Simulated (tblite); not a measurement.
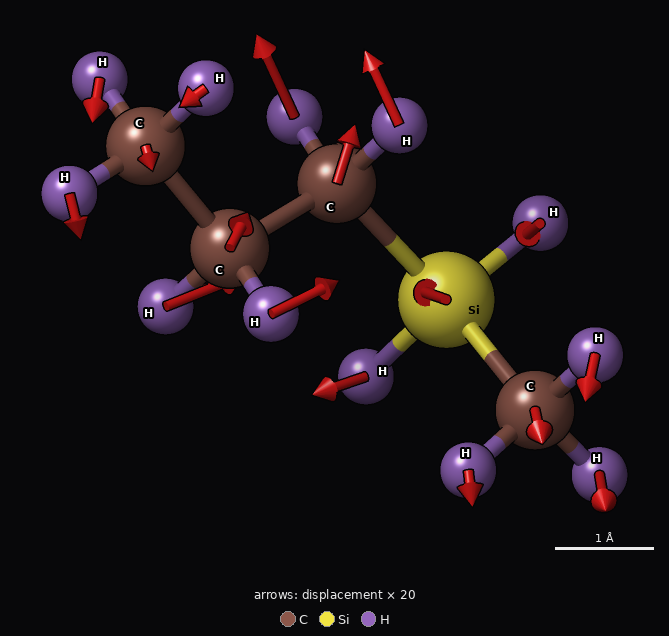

A relaxation of C$_{4}$H$_{12}$Si. The starting structure is drawn; red arrows show the displacements, 20 times their true length. The two geometries are superimposed by the best rigid fit.

Style: ball-and-stick. Shown from a free direction.

Theory: GFN2-xTB geometry optimisation, gas phase in tblite. 

Question: What happened in the run?

Answer: After 31 geometry steps the energy has fallen by 0.087 eV. An H atom moves most after the best rigid fit: 0.053 Å. By element the largest moves are H 0.053 Å, Si 0.046 Å, C 0.033 Å. Some distances before and after: C–Si 1.835 → 1.899 Å, H–Si 1.493 → 1.470 Å, C–Si 1.883 → 1.905 Å, C–H 1.106 → 1.092 Å. Among the angles between lasting bonds that change: Si–C–H 107.0° → 110.0°, H–Si–H 106.7° → 109.4°.
